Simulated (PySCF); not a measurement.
**CISD/STO-3G run of SeO2 (SMILES O=[Se]=O)**

Aim: the vertical ionisation energy of SeO2 at CISD/STO-3G, from 2 runs. The job is set up through a Python script.

Program for the calculation: PySCF 2.14.0.

6 further runs of the same task are left out: 6 set aside as unsound or not needed.

### Step 1. The molecule

SeO2: 3 atoms, total charge 0, spin state singlet. As SMILES, `O=[Se]=O`. The shape is that of a PBE0-D4/def2-TZVP optimisation.

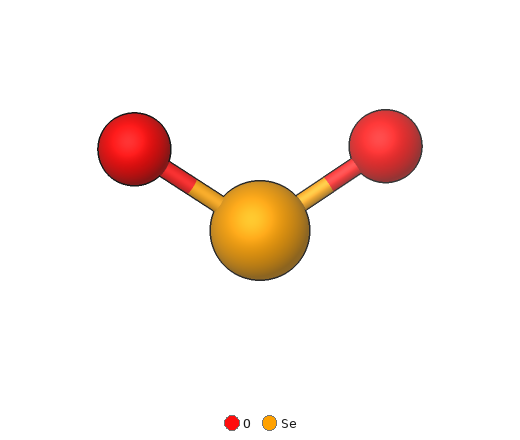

The structure, seen from a chosen angle (oxygen red, selenium orange).

### Step 2. A single-point energy at CISD/STO-3G

Input file mol.xyz:

```xyz
3
O2Se
O      0.450000    -1.291360     0.094840
Se    -0.515880    -0.067700    -0.261270
O      0.065880     1.359070     0.166440
```

Input file run.py:

```python
from pyscf import gto, scf, ci

mol = gto.M(
    atom='mol.xyz',
    charge=0,
    max_memory=1860,
    spin=0,
    verbose=3,
    basis='sto-3g',
)

hf = scf.RHF(mol)
hf.conv_tol = 1e-10
hf.kernel()
if not hf.converged:
    hf = hf.newton().run(hf.mo_coeff, hf.mo_occ)

cisd = ci.CISD(hf, frozen=11)
cisd.kernel()
e_tot = cisd.e_tot
print('E(%s) = %.9f' % ('CISD', e_tot))
```

Started as:

```sh
$ OMP_NUM_THREADS=1 python run.py
```

Log:

```text
converged SCF energy = -2520.98211063072
E(RCISD) = -2521.184124277517  E_corr = -0.2020136467973468
E(CISD) = -2521.184124278
```

Wall time 0.79 s (1 thread of AMD EPYC 7R13 (Zen 3), shared host); peak memory 0.1 GiB.

### Step 3. The doublet cation

Input file calc.py:

```python
from pyscf import gto, scf, ci

mol = gto.M(
    atom='''
O        0.450000      -1.291360       0.094840
Se      -0.515880      -0.067700      -0.261270
O        0.065880       1.359070       0.166440
''',
    charge=1,
    max_memory=1860,
    spin=1,
    verbose=3,
    basis='sto-3g',
)

myscf = scf.UHF(mol)
myscf.conv_tol = 1e-10
myscf.kernel()
if not myscf.converged:
    myscf = myscf.newton().run(myscf.mo_coeff, myscf.mo_occ)

cisd = ci.CISD(myscf, frozen=11)
cisd.kernel()
energy = cisd.e_tot
print('E(%s) = %.9f' % ('CISD', energy))
```

Started as:

```sh
$ OMP_NUM_THREADS=1 python calc.py
```

Log:

```text
converged SCF energy = -2520.7275764404  <S^2> = 0.88862079  2S+1 = 2.1341235
E(UCISD) = -2520.938201233261  E_corr = -0.2106247928639613
E(CISD) = -2520.938201233
```

Run time: 1.1 s. Hardware: 1 thread of AMD EPYC 7R13 (Zen 3), shared host; peak memory 0.11 GiB.

### Step 4. Results

At CISD/STO-3G, 11 core orbitals frozen:

| quantity | value |
| --- | --- |
| singlet SeO2: total energy | -2521.18412 Eh |
| singlet SeO2: dipole moment (Hartree–Fock density) | 1.80 D |
| singlet SeO2: HOMO energy (Hartree–Fock orbitals) | -7.05 eV |
| singlet SeO2: LUMO energy (Hartree–Fock orbitals) | 3.37 eV |
| singlet SeO2: HOMO–LUMO gap (Hartree–Fock orbitals) | 10.43 eV |
| singlet SeO2: correlation energy (11 core orbitals frozen) | -202.0 mEh |
| doublet cation: total energy | -2520.93820 Eh |
| doublet cation: HOMO energy (Hartree–Fock orbitals) (highest over α and β) | -16.67 eV |
| doublet cation: LUMO energy (Hartree–Fock orbitals) (lowest over α and β) | -6.99 eV |
| doublet cation: correlation energy (11 core orbitals frozen) | -210.6 mEh |
| doublet cation: ⟨S²⟩ of the reference determinant | 0.889 |
| vertical ionisation energy (to the doublet cation) | 6.692 eV |

What this shows: Removing an electron at fixed nuclei costs 6.69 eV (646 kJ/mol). In a minimal basis such a difference can be off by several eV, whatever the method. ⟨S²⟩ (doublet cation) is 0.89 where a pure doublet has 0.75: the reference is spin-contaminated.
